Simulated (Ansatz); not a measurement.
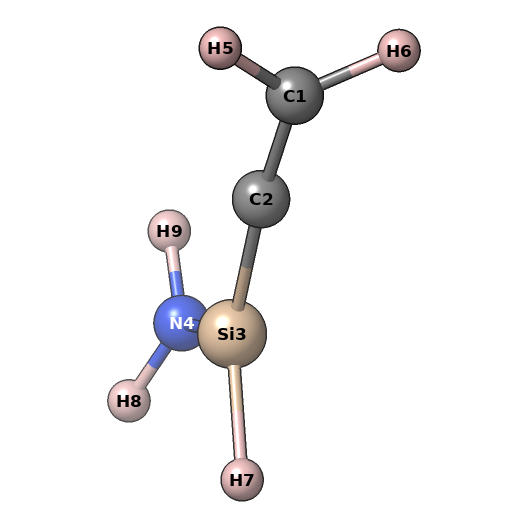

N4 lies behind Si3. The molecule seen a little off the Si3–N4 bond, Si3 in front. Depth is shown by fading: the farther an atom, the more it takes the colour of the background. Computed geometry: PBE0-D4/def2-TZVP optimisation. No frequency run is at hand to confirm it as a minimum.

> What is the torsion angle C2–Si3–N4–H8? The sign is positive where the front bond must turn clockwise to cover the back bond.

−154°, antiperiplanar (anti).
